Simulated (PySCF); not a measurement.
**CH₆OSi, SMILES `CO[SiH3]`: what the electrons do**

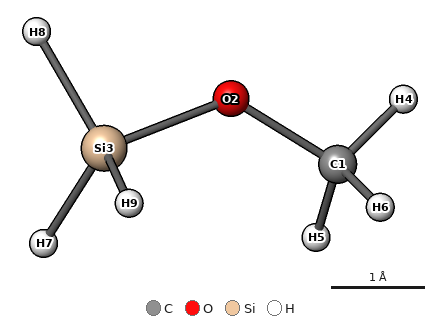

The molecule, with its atoms numbered as below. No frequency check shows the geometry to be a minimum.

Coordinates in Å:

```
C1       1.6538   -0.1846    0.0009
O2       0.4419    0.5015   -0.0007
Si3     -1.0694   -0.0835   -0.0007
H4       2.4597    0.5509   -0.0054
H5       1.7441   -0.8218   -0.8868
H6       1.7482   -0.8108    0.8884
H7      -1.3235   -0.9207   -1.1747
H8      -1.7967    1.1732   -0.0034
H9      -1.3179   -0.9061    1.1919
```

### 1. Bonding charge

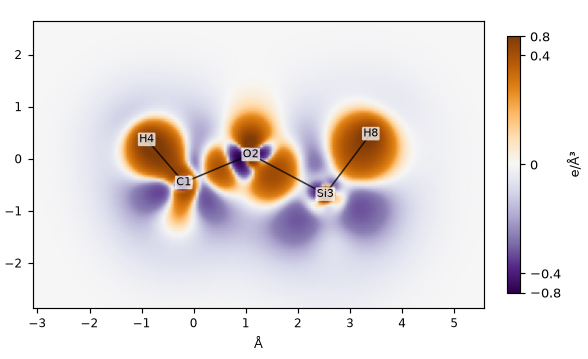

Deformation density (molecule less spherical, spin-averaged free atoms) in the plane of C1, O2, Si3, H4 and H8; colour scale in e/Å³, logarithmic beyond ±0.1; orange: gain, purple: loss.

Level of theory: ωB97X/def2-TZVP (PySCF), at a geometry from GFN2-xTB.

How much density has each bond in this plane gained at its critical point, relative to the free atoms?

Answer. C1–H4: +0.80 e/Å³ at the bond critical point (bond length 1.09 Å, Mayer order 1.0). Si3–H8: +0.26 e/Å³ at the bond critical point (bond length 1.45 Å, Mayer order 1.0). O2–Si3: +0.12 e/Å³ at the bond critical point (bond length 1.62 Å, Mayer order 1.2); up to 0.6 Å beside the axis the gain reaches +0.43 e/Å³. C1–O2: +0.09 e/Å³ at the bond critical point (bond length 1.39 Å, Mayer order 0.9); up to 0.6 Å beside the axis the gain reaches +0.34 e/Å³. In all, 2.3 electrons gather in the regions of gain relative to the promolecule. A small or negative value marks a very polar bond, one between electron-rich atoms, whose free-atom densities already overlap strongly, a long bond to a heavier atom, or a closed-shell contact such as a hydrogen bond.

Where do the Hirshfeld charges lie?

Answer. The highest Hirshfeld charge is on Si3 (+0.39 e), the lowest on O2 (−0.23 e).

### 2. Bond critical points

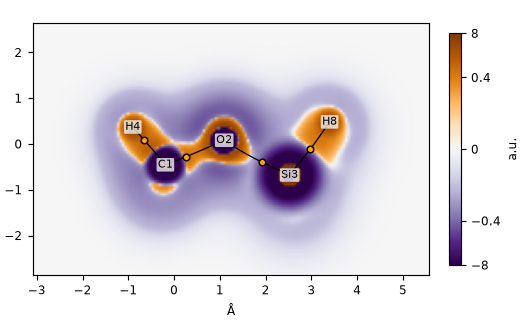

Negative Laplacian of the density (−∇²ρ) in the plane of C1, O2, Si3, H4 and H8 (orange positive, purple negative, colour scale in a.u., logarithmic beyond ±0.04), with bond paths and bond critical points (dots).

Sort the bonds in the plane by the sign of ∇²ρ at their critical points.

Answer. Concentrated (∇²ρ < 0): C1–H4 (−1.02 a.u.); C1–O2 (−0.48 a.u.). Depleted (∇²ρ > 0): O2–Si3 (+0.93 a.u., H = −0.050); Si3–H8 (+0.19 a.u., H = −0.084). A positive Laplacian with clearly negative H marks a strongly polar covalent bond, whose critical point lies close to the core of the less electronegative atom.

Where along C1–O2 does the critical point lie?

Answer. 0.48 Å from C1 and 0.91 Å from O2.

### 3. Electrostatic potential

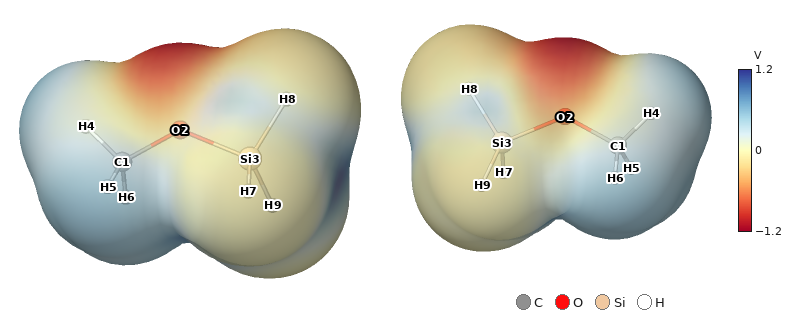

Electrostatic potential on the surface of electron density 0.001 a.u. (back view left, front view right).

Where are the extremes of the potential on the surface?

Answer. Highest: 1.18 V, near Si3 (1.97 Å), H8 (2.07 Å), H9 (2.07 Å) and H7 (2.09 Å). Further maxima include 0.96 V, near H6 (2.02 Å), H5 (2.04 Å), H9 (2.10 Å), Si3 (2.12 Å), H7 (2.12 Å) and C1 (2.16 Å); 0.58 V, 1.4 Å from H6, and at like points elsewhere. Lowest: −1.08 V, 1.8 Å from O2. Further minima include −0.10 V, 1.5 Å from H9; 0.34 V, about equally far (1.7 Å) from H5 and H6, over C1 (2.0 Å). The surface is sampled at points, so like sites can differ by a few per cent and only the strongest of them is named.

### 4. In an electric field

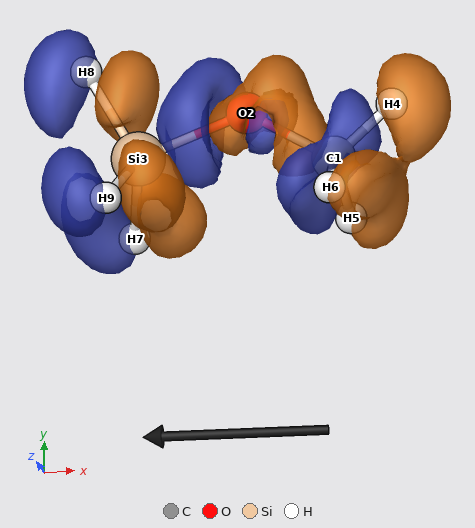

Change of the electron density in a uniform field of 0.21 V/Å along −x (arrow), surfaces at ±0.002 e/Å³ (orange: gain, blue: loss).

PySCF calculation, ωB97X/def2-TZVP, gas phase; geometry: GFN2-xTB. A basis without diffuse functions makes polarisabilities too small.

The field was applied in both directions; the picture shows the one opposite to the script's first.

What dipole is induced, and what polarisability does it imply?

Answer. The induced dipole is 0.46 D (along the field); α along this axis, from the fields in both directions, is 45 bohr³ (6.6 Å³).

### 5. Removing or adding an electron

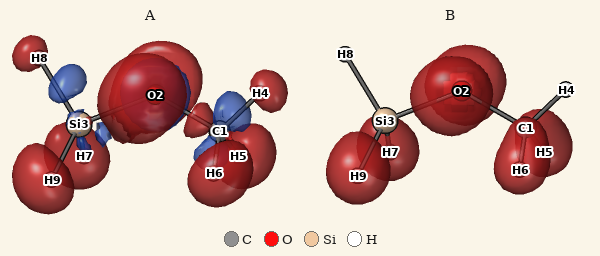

The Fukui function f⁻ from two separate SCF calculations and the density of the HOMO, at ±0.03 e/Å³ (red positive, blue negative).

Which panel is which, and how good is the frozen-orbital picture?

Answer. A is f⁻ (it has negative regions), B the HOMO density. The HOMO lies on O2 (48 %), Si3 (14 %) and C1 (10 %); f⁻ (Hirshfeld-condensed) is largest on O2 (0.29); the vertical ionisation energy is 10.62 eV (the stability of the cation's solution wasn't checked). Relaxation shifts 21 % of the electron between atoms. The orbital energy is −10.57 eV.
